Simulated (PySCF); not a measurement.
## Electronic structure of C5H7NOSi in real space

| atom | x (Å) | y (Å) | z (Å) |
| --- | --- | --- | --- |
| Si | -2.7981 | 0.2984 | -0.2867 |
| O | -1.4751 | -0.5552 | -0.7852 |
| C | -0.2555 | -0.3067 | -0.3245 |
| C | 0.8320 | -1.0586 | -0.7778 |
| C | 2.0810 | -0.7642 | -0.2710 |
| C | 2.2113 | 0.2580 | 0.6622 |
| C | 1.0709 | 0.9402 | 1.0425 |
| N | -0.1329 | 0.6678 | 0.5639 |
| H | -3.7870 | -0.3984 | -1.1005 |
| H | -3.0004 | 0.1232 | 1.1472 |
| H | -2.6499 | 1.7069 | -0.6357 |
| H | 0.6727 | -1.8406 | -1.5028 |
| H | 2.9469 | -1.3231 | -0.5961 |
| H | 3.1725 | 0.5145 | 1.0783 |
| H | 1.1073 | 1.7457 | 1.7642 |

Geometry: GFN2-xTB.

Theory: PBE0/def2-SVPD, SCF density, gas phase in PySCF 2.14.0.

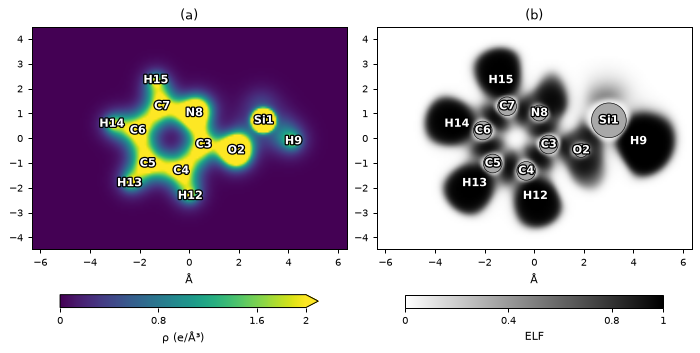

Figure 1. (a) total electron density; (b) ELF on the plane of atoms C3, C4 and C5. Grey discs cover the atomic cores in the ELF map.

**What do the fields say about this system?**

The plane passes through Si, O, C, N and H nuclei. C–N (1.32 Å): the density is about 2.5 e/Å³ at the midpoint; the ELF peaks at about 0.90 between the atoms, as expected for a covalent bond. C–O (1.33 Å): ρ at the midpoint is about 2.5 e/Å³; the ELF peaks at about 0.90 between the atoms; a polar covalent bond. C–C (1.38 Å): ρ at the midpoint is about 2.1 e/Å³; the ELF peaks at about 0.95 between the atoms: a covalent bond. Si–O (1.65 Å): the density is about 1.1 e/Å³ at the midpoint; the ELF peaks at about 0.90 between the atoms (a polar covalent bond). C–H (1.08 Å): ρ at the midpoint is about 2 e/Å³; the ELF climbs to about 1 towards the hydrogen, as it does in any bond to H: an ordinary covalent bond to hydrogen. The ELF also peaks beside O2 and N8, away from the bonds: lone-pair regions.

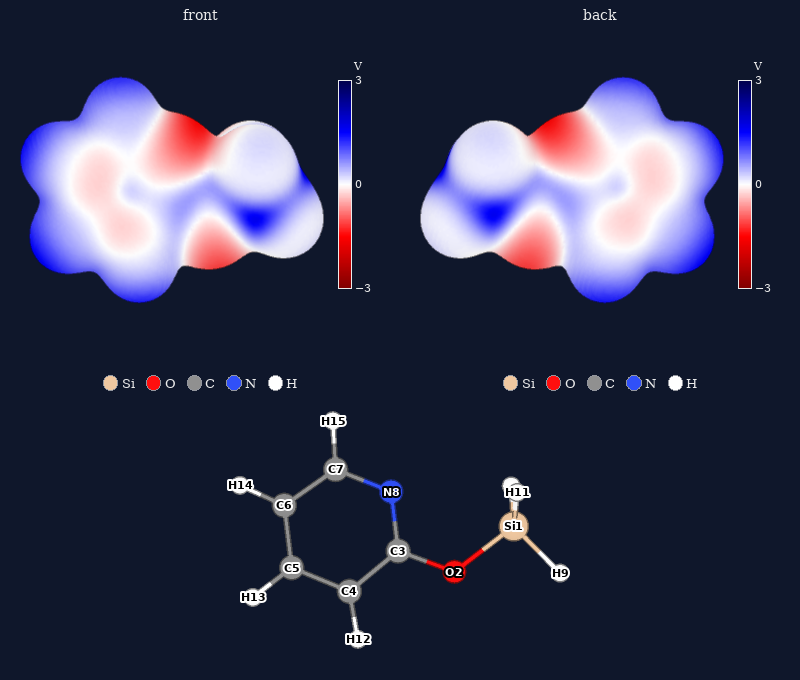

Figure 2. The molecular electrostatic potential painted on the density surface at 0.004 e/bohr³, seen from the front and from behind; the colour scale runs from red (negative) to blue (positive). The bare structure is drawn below in the same view.

**Which sites attract a positive test charge, and which a negative one?**

A positive charge is drawn to the negative regions and a negative charge to the positive ones. The most negative region (about −1.4 V) lies over N8, the most positive (about +2.3 V) over Si1. N8 is the likeliest acceptor of a hydrogen bond.
